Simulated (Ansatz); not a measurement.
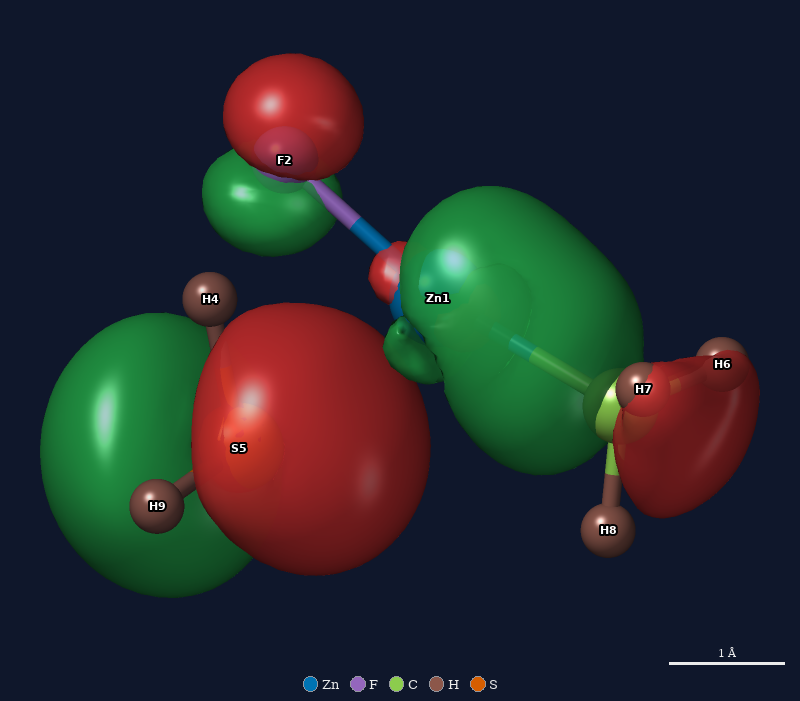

The picture shows: CH3FZn···H2S. One frontier orbital at ±0.1 Å⁻³ᐟ² (green and red are the two phases), seen at a tilt.

Method: RKS revPBE-D4/def2-SVP (Ansatz 0.2.0).

```yaml
atoms:
  - { symbol: Zn, position_ang: [0.5046, -0.4976, -0.1734] }
  - { symbol: F, position_ang: [1.4330, -1.5032, 1.0311] }
  - { symbol: C, position_ang: [-0.3037, 0.2663, -1.7657] }
  - { symbol: H, position_ang: [0.8489, -0.2960, 2.2674] }
  - { symbol: S, position_ang: [-0.0130, 0.7880, 2.3548] }
  - { symbol: H, position_ang: [0.4370, 0.8885, -2.3095] }
  - { symbol: H, position_ang: [-0.6675, -0.5211, -2.4572] }
  - { symbol: H, position_ang: [-1.1587, 0.9137, -1.4844] }
  - { symbol: H, position_ang: [-1.0807, -0.0384, 2.5370] }
```

Q: Which orbital is it: HOMO or LUMO?

A: The HOMO, at −6.22 eV. It lies mainly on S5 (about 55 %), Zn1 (about 15 %), C3 (about 10 %) and F2 (about 10 %).
